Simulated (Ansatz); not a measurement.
**Ge16P: molecular dynamics (part 5 of 5)**

Ge16P (defect cell, 17 atoms in the cell); DFT PBEsol, scalar-relativistic, plane waves, PAW, PAW set soft_1, no spin polarisation (Ansatz 0.2.0); cutoff 420 eV, 2×2×2 k-mesh, Fermi–Dirac smearing of 0.1 eV. It belongs to a series of runs on one base structure; here: dynamics from the start.

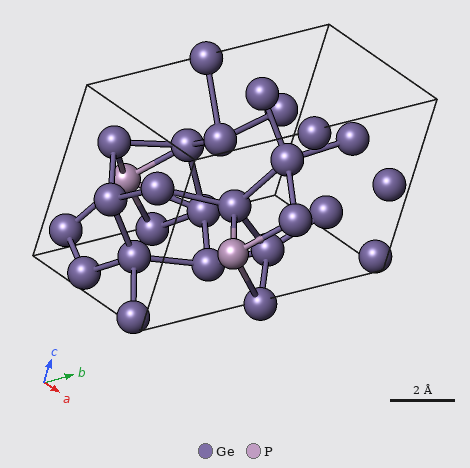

Figure 1. The geometry at step 90 of the log (ball-and-stick view of the cell of the calculation, seen slightly off an axis).

**Input file**
```yaml
accuracy: low
crystal:
  lattice:
    - [0.0, 5.66, 5.66]
    - [5.66, 0.0, 5.66]
    - [5.66, 5.66, 0.0]
  atoms:
    - { symbol: Ge, position: [-0.07011461, 0.02317932, 0.02317355] }
    - { symbol: Ge, position: [0.09632315, 0.12647927, 0.12671302] }
    - { symbol: Ge, position: [0.00890896, -0.05543276, 0.52279659] }
    - { symbol: Ge, position: [0.09674398, 0.12559708, 0.65006117] }
    - { symbol: Ge, position: [0.0087619, 0.52271534, -0.05524162] }
    - { symbol: Ge, position: [0.09670438, 0.65002359, 0.12575226] }
    - { symbol: Ge, position: [0.00901586, 0.52233529, 0.52244693] }
    - { symbol: Ge, position: [0.23622686, 0.58729194, 0.58764523] }
    - { symbol: Ge, position: [0.47101024, 0.00526457, 0.00527033] }
    - { symbol: Ge, position: [0.55919756, 0.14700613, 0.14705192] }
    - { symbol: Ge, position: [0.47134225, 0.00462591, 0.51859617] }
    - { symbol: Ge, position: [0.63282023, 0.09778253, 0.63450379] }
    - { symbol: Ge, position: [0.47126231, 0.51850717, 0.0047155] }
    - { symbol: Ge, position: [0.63273224, 0.63453981, 0.0976917] }
    - { symbol: Ge, position: [0.65595798, 0.44806831, 0.44795058] }
    - { symbol: Ge, position: [0.63313684, 0.63435839, 0.6344529] }
    - { symbol: P, position: [0.04399799, 0.31933531, 0.31922318] }
basis:
  ecutwfc: 420.0
kpoints:
  mp_grid: { grid: [2, 2, 2] }
hamiltonian:
  xc: pbesol
  pseudopotentials: { kind: paw, azcp: { folder: soft_1 } }
scf:
  occupations: { method: fermi_dirac, width: 0.1 }
  lower_state_search: "off"
md:
  timestep: 2
  n_steps: 90
  ensemble: nvt_langevin
  temperature: 900.0
  initial_velocities: maxwell_boltzmann
  seed: 669175
  friction: 0.05
```

Launch command:
```bash
ansatz run input.yaml --threads 2 --pin off --max-ram 5120MiB --backend cpu --events-out ev --progress --plain --runs-dir out
```

**Key numbers**

| quantity | value |
| --- | --- |
| outcome | finished |
| mean temperature over the second half | 964 K |
| trajectory | 90 steps, 180 fs |
| ensemble | nvt_langevin |
| temperature in the input | 900.0 K |
| time step | 2 fs |
| electrons treated | 229 |
| potential energy (free energy of the electrons) (last step) | −68790.1167 eV |
| Fermi energy (last step) | 8.765 eV |
| largest force (length of the vector) (last step) | 2.366 eV/Å |
| hardware | 2 threads of Intel Xeon @ 2.50GHz (Skylake/Cascade Lake), 32 GiB of memory available, shared host |
| wall time | 20 min (CPU time 39 min) |
| peak memory | 1.3 GiB |

**Notes**

Warnings of the run: the PAW datasets were made with another functional. The input asks for low accuracy. So short a trajectory is not equilibrated. The logged temperature at the start can lie below the typed one, since it is counted over all degrees of freedom.
